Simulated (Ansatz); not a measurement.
FPSi

Input

```
basis:
  gaussian:
    orbitals: def2-TZVPD
crystal:
  periodic: [false, false, false]
  atoms:
    - {symbol: F, position_ang: [0.484263, 0.643207, 0.283720]}
    - {symbol: P, position_ang: [-0.691531, 0.255870, -1.150535]}
    - {symbol: Si, position_ang: [-0.813512, -0.661177, 0.743105]}
total_charge: 0
output:
  forces: true
  orbitals: {seedname: orbitals}
hamiltonian:
  xc: pbe0
```

Command:

```sh
ansatz run input.yaml --threads 1 --pin off --max-ram 2610MiB --events-out events.jsonl --progress --plain --runs-dir runs
```

Geometry: PBE0-D3(BJ)/def2-SVP.

These are results of isolated molecule in a Gaussian basis; Kohn-Sham density functional theory, functional PBE0 (Ansatz 0.2.0), not measurements.

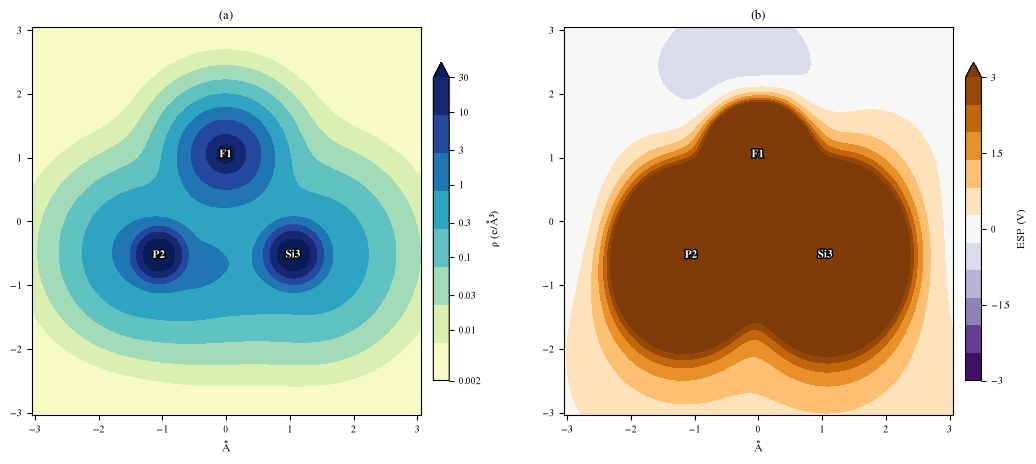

Figure 1. (a) total electron density; (b) electrostatic potential on the molecular plane.

Read the bonding off the picture.

- The section cuts through F, P and Si sites.
- Si–F (1.90 Å): the density is about 0.59 e/Å³ at the midpoint.
- Si–P (2.11 Å): ρ at the midpoint is about 0.8 e/Å³.
- Outside the dense part of the molecule the potential is most negative (−0.5 V) near F1.

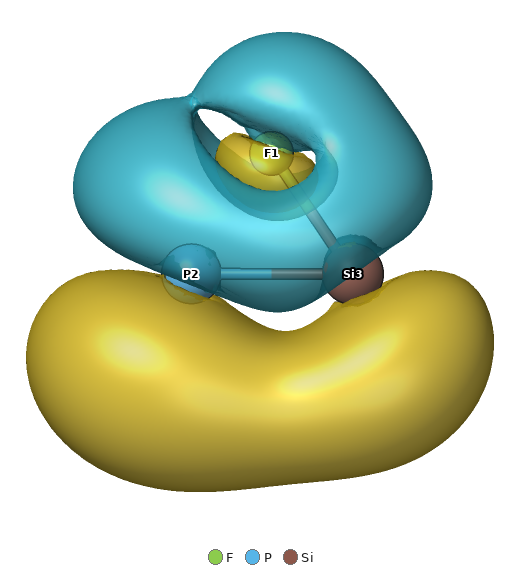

Figure 2. One frontier orbital at ±0.05 Å⁻³ᐟ² (yellow and cyan are the two phases), seen across its widest extent.

Which orbital is it: HOMO or LUMO?

The LUMO, at −2.59 eV. By Hirshfeld shares it lies mainly on P2 (about 60 %), Si3 (about 25 %) and F1 (about 15 %); it is symmetric in the molecular plane (an in-plane orbital: σ, lone-pair or in-plane π type).

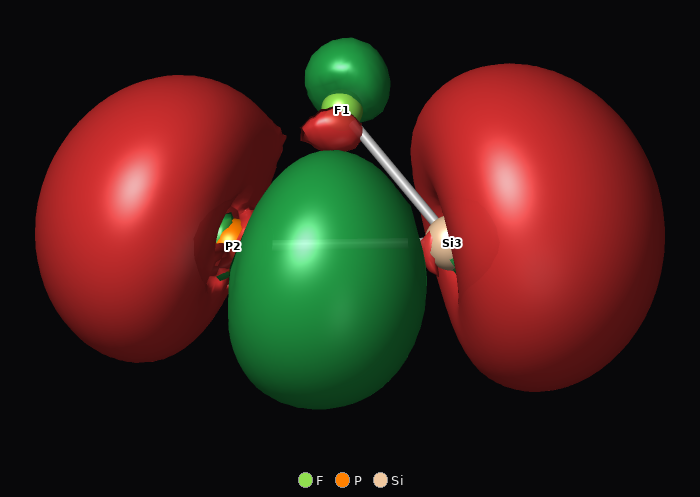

Figure 3. The HOMO−1 at ±0.08 Å⁻³ᐟ² (green and red are the two phases), seen at a tilt.

What is the character of this orbital?

It lies mainly on Si3 (about 50 %) and P2 (about 50 %); it is symmetric in the molecular plane (an in-plane orbital: σ, lone-pair or in-plane π type). Its energy is −7.21 eV.
